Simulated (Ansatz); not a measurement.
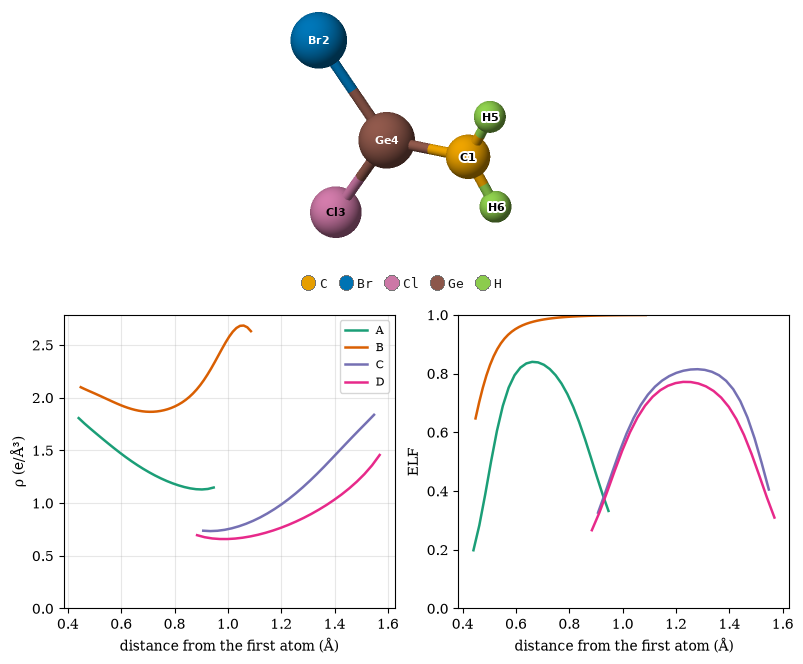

*CH₂BrClGe (SMILES [CH2]=[Ge]([Cl])[Br]). Total electron density and electron localisation function along straight lines between neighbouring atoms. The curves leave out the atomic cores. The structure is drawn too.*

Geometry: PBE0-D3(BJ)/pcseg-1.

The calculation used Ansatz, isolated molecule in a Gaussian basis; Kohn-Sham density functional theory, functional PBE0.

Input

```
crystal:
  periodic: [false, false, false]
  atoms:
    - {symbol: C, position_ang: [-1.589764, -1.629484, -0.006824]}
    - {symbol: Br, position_ang: [1.520492, 0.198469, 0.231764]}
    - {symbol: Cl, position_ang: [0.940030, -2.338280, -2.250298]}
    - {symbol: Ge, position_ang: [0.038285, -1.322093, -0.603587]}
    - {symbol: H, position_ang: [-1.962849, -1.060106, 0.839515]}
    - {symbol: H, position_ang: [-2.201585, -2.384252, -0.492888]}
basis:
  gaussian: {orbitals: def2-TZVPD}
hamiltonian: {xc: pbe0}
output: {forces: true, orbitals: {seedname: orbitals}}
```

Run with:

```sh
ansatz run input.yaml --threads 1 --pin off --max-ram 2610MiB --events-out events.jsonl --progress --plain --runs-dir runs
```

**Which curve belongs to which contact (C–Ge, C–H, Ge–Br and Ge–Cl)? The first atom named is at distance zero.**

Curve A: C–Ge (1.76 Å): ρ at the midpoint is about 1.1 e/Å³; the ELF peaks at about 0.85 in the valence shell of C, 0.7 Å from its nucleus, and is about 0.50 at the midpoint. Curve B: C–H (1.09 Å): the density is about 2 e/Å³ at the midpoint; the ELF climbs to about 1 towards the hydrogen, as it does in any bond to H (a covalent bond by its length). Curve C: Ge–Cl (2.13 Å): the density is about 0.8 e/Å³ at the midpoint; the ELF peaks at about 0.80 in the valence shell of Cl, 0.9 Å from its nucleus, and is about 0.70 at the midpoint. Curve D: Ge–Br (2.28 Å): ρ is about 0.72 e/Å³ halfway; the ELF peaks at about 0.75 in the valence shell of Br, 1.1 Å from its nucleus, and is about 0.75 at the midpoint.
